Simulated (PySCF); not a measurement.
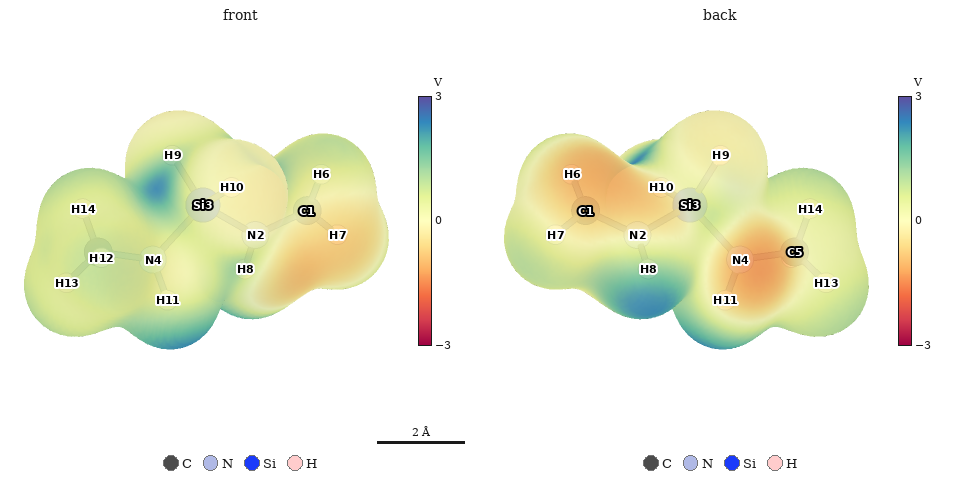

C₂H₉N₂Si (SMILES [CH2]N[SiH2]NC) (doublet). The molecular electrostatic potential painted on the density surface at 0.004 e/bohr³, seen from the front and from behind; red is negative and blue positive.

Geometry: GFN2-xTB.

Method: UKS B3LYP, pcH-1 on C H N Si, non-relativistic, mean-field spin-orbit, GIAO (PySCF).

```xyz
14

C    -2.8591    0.1707    0.1003
N    -1.5289    0.4918    0.0501
Si   -0.2384   -0.5524   -0.4293
N     1.1449    0.4304   -0.1500
C     2.4696   -0.0023   -0.5155
H    -3.1186   -0.8657    0.0510
H    -3.5605    0.8901    0.4718
H    -1.3544    1.4842    0.1009
H    -0.2056   -0.8896   -1.8601
H    -0.3721   -1.7882    0.3600
H     1.1644    0.9801    0.6968
H     2.9187   -0.6687    0.2301
H     3.1261    0.8606   -0.6455
H     2.4132   -0.5415   -1.4577
```

Q: Describe the electrostatic potential map.

A: The most negative region (about −1.3 V, or −30 kcal/mol for a unit charge) lies over N4, the most positive (about +2.3 V, or +53 kcal/mol for a unit charge) over Si3 and H8. N4 is the likeliest acceptor of a hydrogen bond.
